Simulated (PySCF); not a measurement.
The calculation's input:

```
{"job": {"kind": "uv", "xc": "wB97X-D", "basis": "def2-SVPD", "nstates": 8, "ntriplets": 3}, "charge": 0, "multiplicity": 1}
N     -3.285504    -1.170854    -0.677182
C     -2.231848    -0.780730    -0.459760
C     -0.939500    -0.236933    -0.193381
C     -0.813254     1.145974    -0.150405
P      0.688629     1.963505     0.159564
C      1.719141     0.579370     0.349009
C      1.255303    -0.716948     0.240266
Br     2.507429    -2.150599     0.473630
N      0.036712    -1.117571    -0.008719
H     -1.698587     1.744924    -0.319706
H      2.766904     0.742533     0.560721
```

Launched as:

```sh
OMP_NUM_THREADS=1 python probes_run.py task.json out
```

Geometry: GFN2-xTB.

Computed with wB97X-D/def2-SVPD, SCF density, gas phase (PySCF).

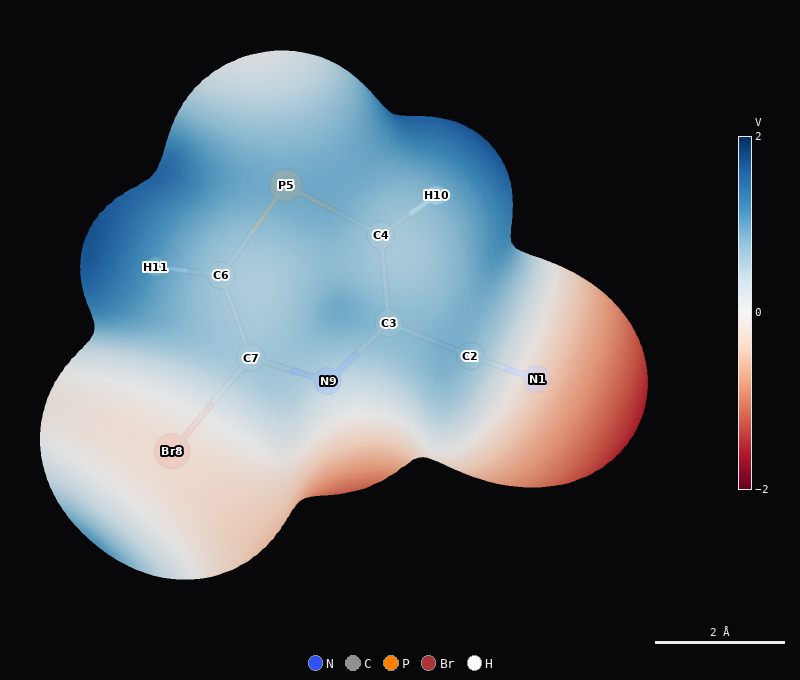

C$_{5}$H$_{2}$BrN$_{2}$P (SMILES N#Cc1cpcc(Br)n1). The electrostatic potential painted on the density surface at 0.002 e/bohr³, seen at a tilt; red is negative and blue positive.

### Where is the surface potential most negative and most positive?

The most negative region (about −1.6 V, or −37 kcal/mol for a unit charge) lies over N1, the most positive (about +1.7 V, or +39 kcal/mol for a unit charge) over H10 and H11. Br8 shows a σ-hole: about +1.1 V, or +25 kcal/mol for a unit charge at the tip opposite its bond, against about −0.3 V on its flanks. N1 is the likeliest acceptor of a hydrogen bond.

### How polar is the molecule by this calculation?

Its dipole moment is 4.55 D.
